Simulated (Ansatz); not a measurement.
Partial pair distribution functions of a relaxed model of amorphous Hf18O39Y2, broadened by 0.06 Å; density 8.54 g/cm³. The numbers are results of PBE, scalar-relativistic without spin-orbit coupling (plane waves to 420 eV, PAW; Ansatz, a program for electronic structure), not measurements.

The cell was made by melting and quenching with the CHGNet potential and then relaxed with DFT. O atoms were pushed apart under 1.9 Å during the dynamics, to hinder bonds among them. The hot cell started wider than the set density and was brought back towards it in steps. It is the lowest in DFT energy of 2 quenches. It is a model cell: composition and starting density were chosen by hand, and all elements were melted together. No dispersion term was used. Its density started from a set value of 8.63 and ended at 8.54 g/cm³. The quench (nominally 380 K/ps over its main leg) was far faster than any real one, so the model tends to hold more defects than a real film. One small periodic cell is one sample of the glass; other quenches scatter about these values. The volume was free in the relaxation, at fixed shape. Stress components on the final sampling reach 2.7 GPa.

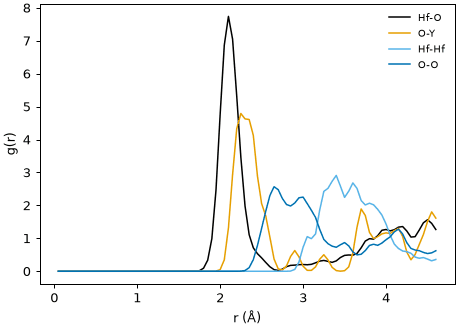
Fig. 1. Partial pair distribution functions

Highest peaks under 4.5 Å: Hf-O near 2.10 Å, O-Y near 2.25 Å, Hf-Hf near 3.40 Å, O-O near 2.65 Å; pairs of few atoms are noisy.

Within 2.66 Å each Hf has 6.33 O neighbours on average.
